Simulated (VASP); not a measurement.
Band structure of TaRu3 (space group Pm-3m). Method: PBEsol GGA, VASP's PBE PAW potentials (set 64) (plane waves; VASP).

Unless said otherwise, spin-orbit coupling is left out, though it shifts the bands of the heavy elements here.

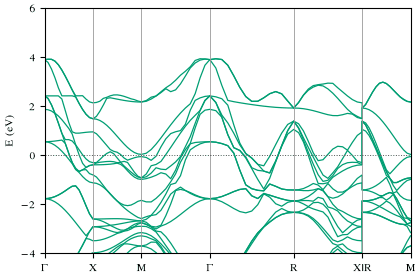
Figure. Bands along high-symmetry lines, zero at the valence-band maximum or, without a gap, the Fermi level

Q: Read the plot: is there a gap, and where are the band edges?

A: It has no gap at this level: it comes out as a metal or semimetal. (Edges off the drawn lines would not show.)

The structure comes from a computed database's TaRu3 entry (Pm-3m); how it stands against other phases isn't given here. It was relaxed first. The electron count is odd and the run is not spin-polarised, which forces a metal.
